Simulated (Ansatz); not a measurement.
# AlB2H5O (SMILES B[O][AlH][BH2]): what the fields show

Input file:

```
crystal:
  periodic: [false, false, false]
  atoms:
    - {symbol: B, position_ang: [-0.500297, 1.741392, -1.308665]}
    - {symbol: O, position_ang: [0.119158, 0.722006, -0.717450]}
    - {symbol: Al, position_ang: [0.894157, -0.575978, 0.044511]}
    - {symbol: B, position_ang: [-0.192327, -1.603394, 1.548447]}
    - {symbol: H, position_ang: [-1.161177, 1.545089, -2.297178]}
    - {symbol: H, position_ang: [-0.397308, 2.850093, -0.847539]}
    - {symbol: H, position_ang: [2.366625, -0.888027, -0.453773]}
    - {symbol: H, position_ang: [-0.893120, -2.546350, 1.309261]}
    - {symbol: H, position_ang: [-0.147410, -1.291231, 2.705185]}
basis:
  gaussian: {orbitals: def2-TZVPP}
hamiltonian: {xc: pbe0, dispersion: d4}
output: {orbitals: {seedname: orbitals}}
```

Command:

```sh
ansatz run in.yaml --threads 2 --pin off --events-out ev --progress --plain --max-ram 4352MiB
```

Geometry: PBE0-D4/def2-TZVP.

All numbers below come from RKS PBE0-D4/def2-TZVPP in Ansatz.

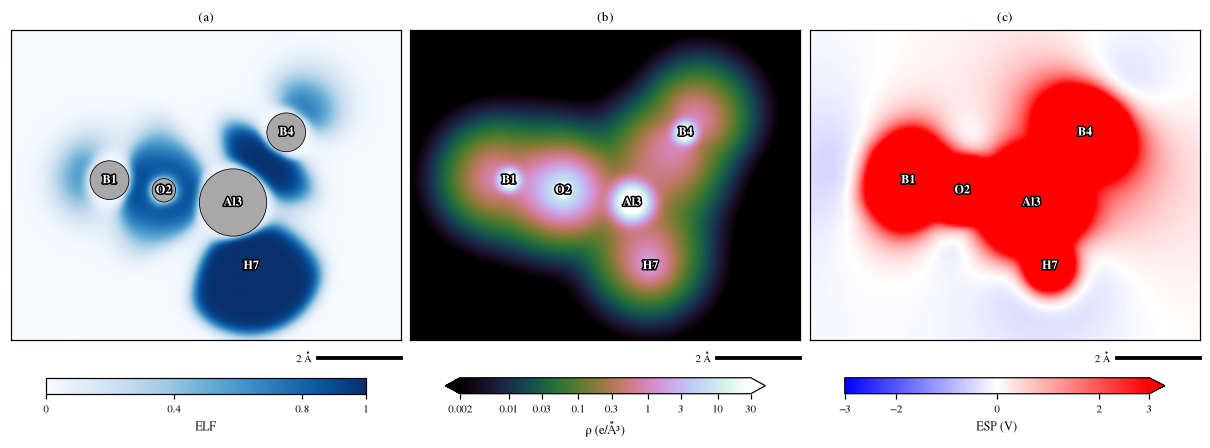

Figure 1. (a) ELF; (b) total electron density; (c) molecular electrostatic potential on the plane of atoms O2, Al3 and H7. Grey discs cover the atomic cores in the ELF map.

### Read the bonding off the picture.

The plane passes through B, O, Al and H nuclei.
B–O (1.33 Å): ρ is about 2.2 e/Å³ halfway; the ELF peaks at about 0.90 between the atoms: a polar covalent bond.
Al–O (1.69 Å): ρ at the midpoint is about 0.87 e/Å³; the ELF peaks at about 0.85 in the valence shell of O, 0.6 Å from its nucleus, and is about 0.45 at the midpoint.
Al–B (2.12 Å): ρ is about 0.6 e/Å³ halfway; the ELF peaks at about 1 between the atoms: a covalent bond.
Al–H (1.59 Å): ρ is about 0.55 e/Å³ halfway; the ELF climbs to about 1 towards the hydrogen.
Outside the dense part of the molecule the potential is most negative (−0.5 V) near H5, which lies off the plane.

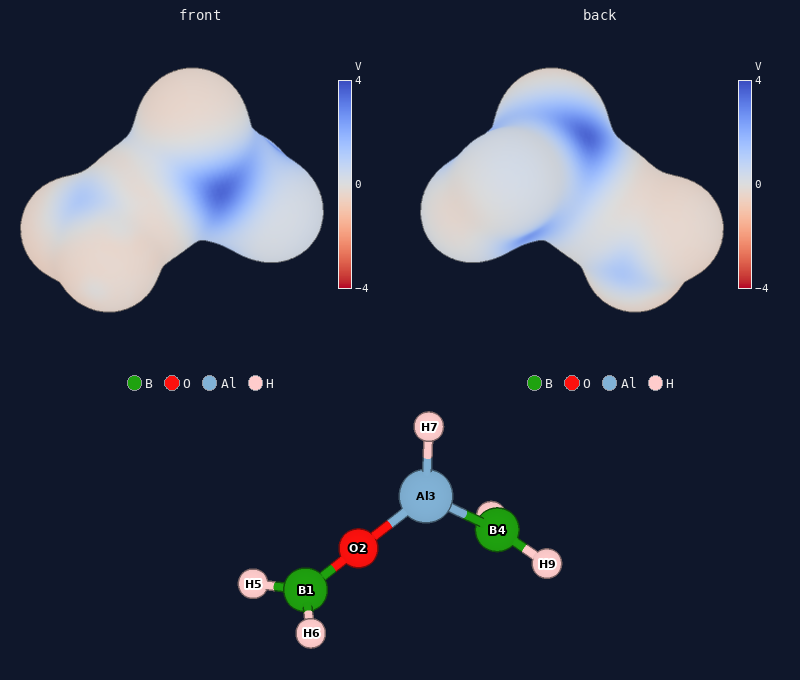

Figure 2. The molecular electrostatic potential painted on the density surface at 0.002 e/bohr³, seen from the front and from behind; the colour scale runs from red (negative) to blue (positive). The bare structure is drawn below in the same view.

### Which sites attract a positive test charge, and which a negative one?

A positive charge is drawn to the negative regions and a negative charge to the positive ones. The most negative region (about −0.5 V) lies over H5 and H6, the most positive (about +3.4 V) over Al3.

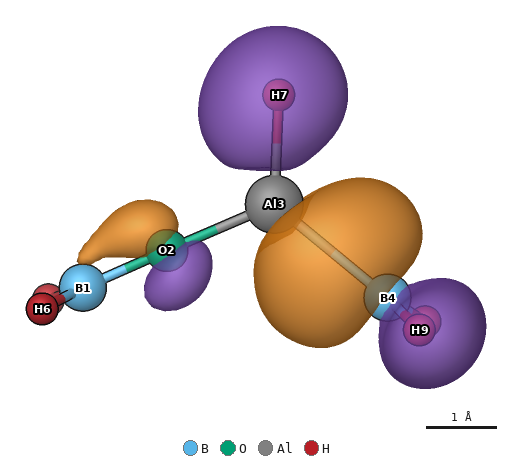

Figure 3. The HOMO at ±0.1 Å⁻³ᐟ² (orange and purple are the two phases), seen across its widest extent.

### What is the character of this orbital?

It lies mainly on B4 (about 35 %), Al3 (about 30 %) and H7 (about 20 %). Its energy is −7.73 eV.
